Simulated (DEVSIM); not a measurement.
Device: Pd/SiO2/n-Si capacitor, at 300 K.

```tsv
layer (left to right)	material	thickness (nm)	Nd (cm⁻³)
1	SiO2	4.10	-
2	Si	13000	9.5e13
```

Metal gate on the left, work function 5.2 eV. Fixed charge at the semiconductor interface -2.8e11 cm⁻² (in units of +e); no interface traps.

This is a model device: material constants are rounded textbook-type values typed into the input, and sizes, dopings and lifetimes were drawn at random. Values at 300 K.

```csv
parameter,SiO2,Si
gap (eV),9,1.124
affinity (eV),0.9,4.05
permittivity,3.9,11.7
Nc (cm⁻³),-,2.86e19
Nv (cm⁻³),-,3.1e19
```

Model (solved in DEVSIM): 1D Poisson equation in equilibrium, Boltzmann statistics, complete ionisation; no quantum confinement or tunnelling. Metal contacts follow the ideal Schottky-Mott rule: no Fermi-level pinning, no interface dipoles.

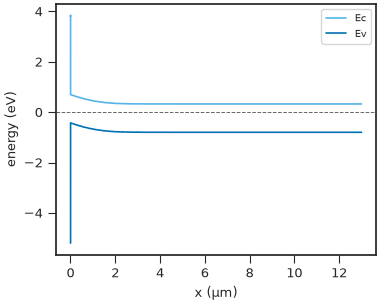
Figure. Band edges at 0.5 V on the gate

Energies count from the Fermi level of the right contact; mesh points crowd at the junctions.

```
x (μm)    Ec (eV)  Ev (eV)  n (cm⁻³)  p (cm⁻³)  field (V/cm)
--------  -------  -------  --------  --------  ------------
0.000       3.800   -5.200     < 1e2     < 1e2        120000
0.001249    3.815   -5.185     < 1e2     < 1e2        120000
0.002809    3.834   -5.166     < 1e2     < 1e2        120000
0.004071    3.849   -5.151     < 1e2     < 1e2         97000
0.006490    0.698   -0.426     5.3e7    2.2e12         -3200
0.01123     0.697   -0.427     5.6e7    2.1e12         -3200
0.02294     0.693   -0.431     6.5e7    1.8e12         -3200
0.06626     0.680   -0.444     1.1e8    1.1e12         -3100
0.1558      0.652   -0.472     3.1e8    3.7e11         -3000
0.3597      0.595   -0.529     2.9e9    4.0e10         -2700
0.8640      0.479   -0.645    2.6e11     4.5e8         -1900
2.729       0.331   -0.793    8.0e13   1500000          -100
6.364       0.326   -0.798    9.5e13   1200000           ≈ 0
10.22       0.326   -0.798    9.5e13   1200000           ≈ 0
12.12       0.326   -0.798    9.5e13   1200000           ≈ 0
12.64       0.326   -0.798    9.5e13   1200000           ≈ 0
12.85       0.326   -0.798    9.5e13   1200000           ≈ 0
12.94       0.326   -0.798    9.5e13   1200000           ≈ 0
12.98       0.326   -0.798    9.5e13   1200000           ≈ 0
13.00       0.326   -0.798    9.5e13   1200000           ≈ 0
13.00       0.326   -0.798    9.5e13   1200000           ≈ 0
13.00       0.326   -0.798    9.5e13   1200000           ≈ 0
```
